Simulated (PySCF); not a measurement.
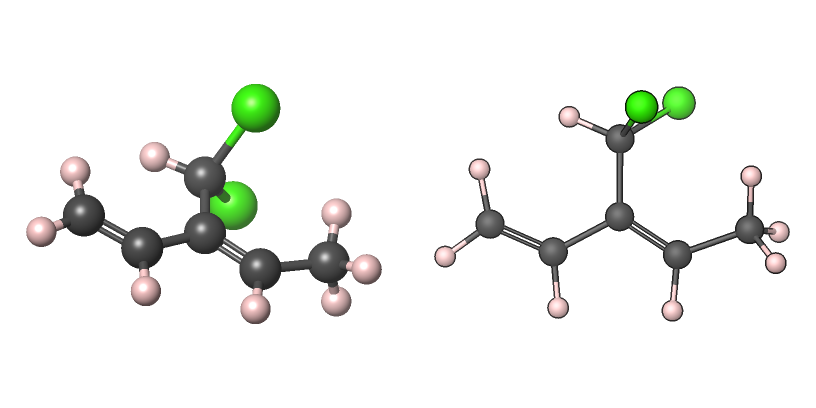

Both panels show the same species. Colours: carbon dark grey, chlorine green, hydrogen pink.

The computed structure is the end point of a GFN2-xTB optimisation. No frequency run is at hand to confirm it as a minimum.

Question: Give the formula.

Answer: C6H8Cl2, 16 atoms: 6 carbon, 8 hydrogen and 2 chlorine.

Question: Name functional groups in it.

Answer: Among them: alkene, C–Cl bond.

The parts below concern this one geometry. Atoms keep their numbers from picture to picture.

### Symmetry

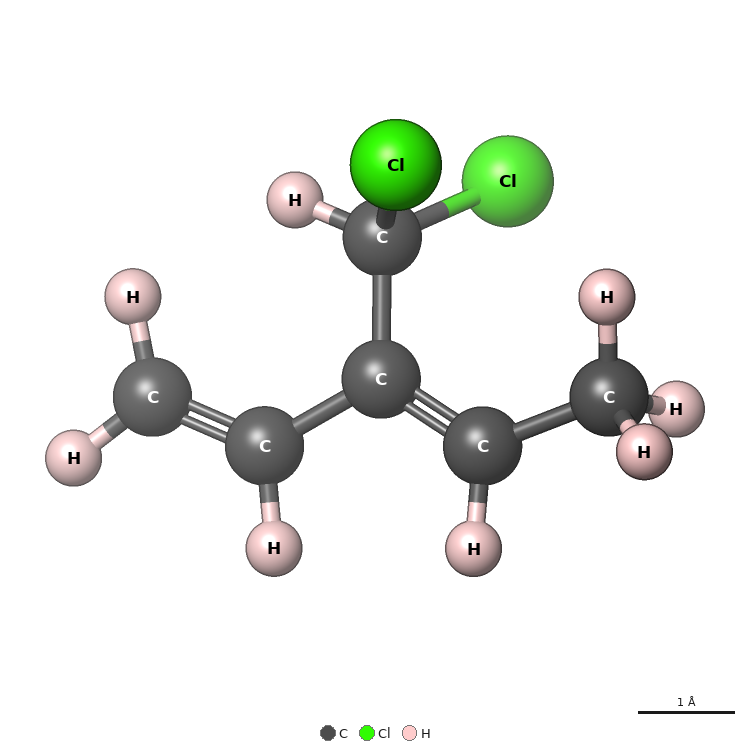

Distant atoms are faded towards the background colour. No frequency run is at hand to confirm it as a minimum. Masses are those of the most abundant isotopes; constants are for the rigid equilibrium geometry.

Question: What kind of rotor is it, and what are its rotational constants in cm⁻¹?

Answer: An asymmetric top (C1): A = 0.0505, B = 0.0369, C = 0.0336 cm⁻¹. Ray's parameter κ is −0.61, nearer the prolate limit.

### Electronic properties

No frequency run is at hand to confirm it as a minimum. Method: PBE0/def2-SVPD, gas phase (PySCF 2.14.0). Excitations: vertical, linear response.

What does the calculation give?

- dipole moment: 1.89 D
- HOMO energy (Kohn–Sham orbital): −6.88 eV
- LUMO energy (Kohn–Sham orbital): −1.33 eV
- HOMO–LUMO gap: 5.55 eV
- mean static polarisability: 104.3 bohr³
- lowest vertical singlet excitation: 5.22 eV
- its oscillator strength: 0.331

### Quadrupole coupling

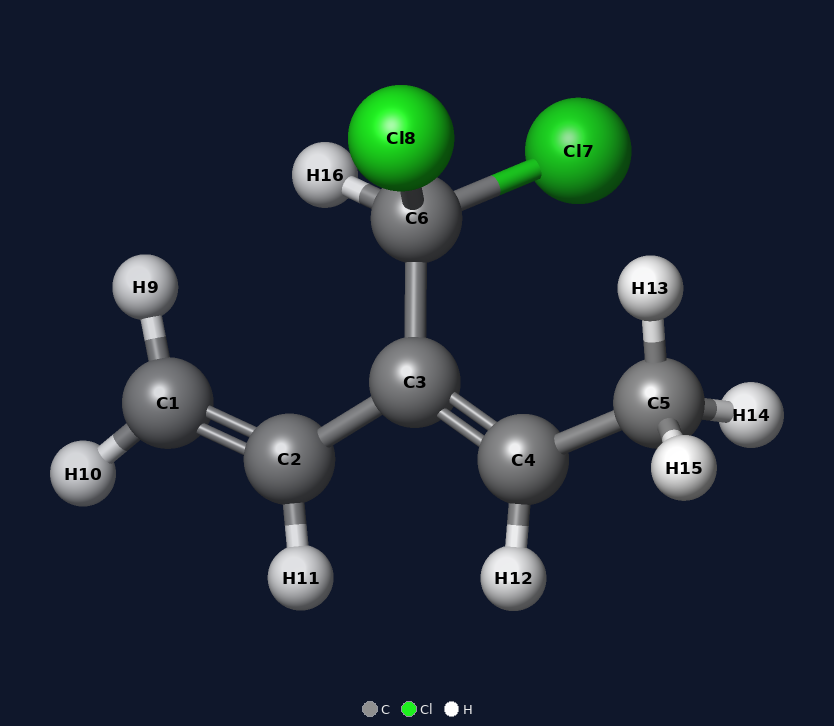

No frequency run is at hand to confirm it as a minimum. Electric field gradients from the ground-state density, PBE0/pcSseg-1 (PySCF 2.14.0), non-relativistic apart from any core potentials.

Give the largest field-gradient component, the quadrupole coupling constant and the asymmetry for 35Cl at Cl7 (Q = −81.7 mb), 35Cl at Cl8 (Q = −81.7 mb), 2H at H9 (Q = 2.86 mb), 2H at H10 (Q = 2.86 mb), 2H at H11 (Q = 2.86 mb), 2H at H12 (Q = 2.86 mb).

```csv
atom,V_zz (a.u.),e²qQ/h (MHz),η
Cl7,4.141,−79.5,0.05
Cl8,4.125,−79.2,0.05
H9,0.339,0.228,0.08
H10,0.338,0.227,0.06
H11,0.320,0.215,0.08
H12,0.320,0.215,0.07
```

### NMR shielding

The questions are on isotropic NMR shieldings of the H atoms. No frequency run is at hand to confirm it as a minimum. Method: GIAO PBE0/pcSseg-1 NMR shielding, non-relativistic, gas phase (PySCF 2.14.0).

Give the isotropic NMR shieldings of the H atoms atom by atom.

```
atom  σ (ppm)
  H9    26.45
 H10    26.36
 H11    25.36
 H12    25.50
 H13    28.50
 H14    29.52
 H15    29.76
 H16    25.08
```
